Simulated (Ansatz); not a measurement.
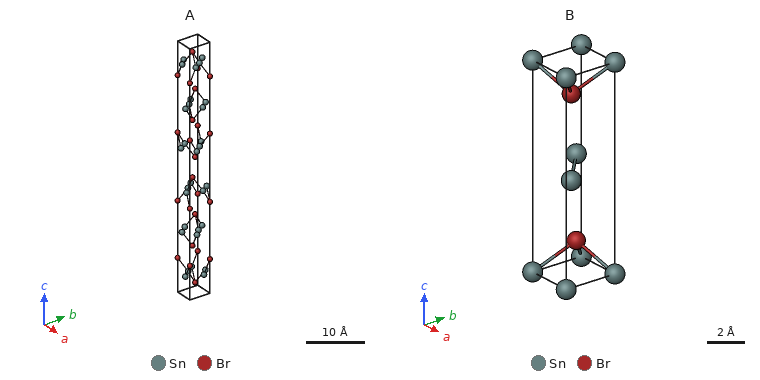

Two structures of Sn3Br2, each relaxed to rest (conventional cells in solid outline, small ones repeated, not to one scale). Method: Ansatz, DFT PBE, scalar-relativistic, plane waves, PAW, without spin polarisation.

Question: State the structure in each panel.

Answer: A: 30 atoms a cell on a rhombohedral (trigonal R) lattice, R-3c. B: 5 atoms a cell on a primitive hexagonal lattice, P-3m1.

Question: A or B: which is lower in energy?

Answer: B is lower, by 56 meV/atom at this level of theory (energies at zero smearing). Volumes: A 42.9, B 44.1 Å³/atom.

One or both may be structure types tried for this composition rather than known phases.
